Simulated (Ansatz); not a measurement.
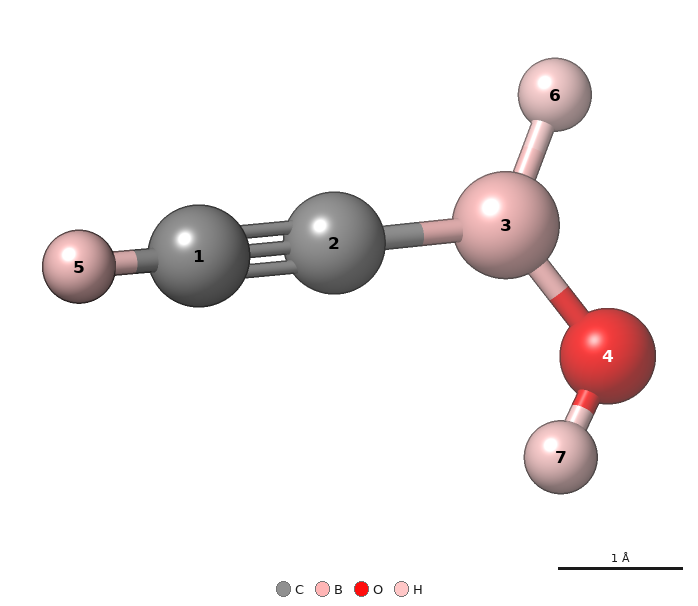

Orthographic view. Distant atoms are faded towards the background colour. The computed structure is the end point of a PBE0-D4/def2-TZVP optimisation.

Write a MOL file (V2000) with the atoms in numerical order, bonds sorted by atom number with the orders drawn, and coordinates in the frame of the picture: x right, y up, z towards the viewer, origin at the mean position.

```
C2H3BO
                    3D

  7  6  0  0  0  0  0  0  0  0999 V2000
   -1.6800    0.1200    0.6900 C   0  0  0  0  0  0  0  0  0  0  0  0
   -0.5800    0.2300    0.2000 C   0  0  0  0  0  0  0  0  0  0  0  0
    0.8100    0.3700   -0.4300 B   0  0  0  0  0  0  0  0  0  0  0  0
    1.6300   -0.6900   -0.5600 O   0  0  0  0  0  0  0  0  0  0  0  0
   -2.6400    0.0400    1.1300 H   0  0  0  0  0  0  0  0  0  0  0  0
    1.2100    1.4300   -0.8200 H   0  0  0  0  0  0  0  0  0  0  0  0
    1.2500   -1.5000   -0.2200 H   0  0  0  0  0  0  0  0  0  0  0  0
  1  2  3  0
  1  5  1  0
  2  3  1  0
  3  4  1  0
  3  6  1  0
  4  7  1  0
M  END
```
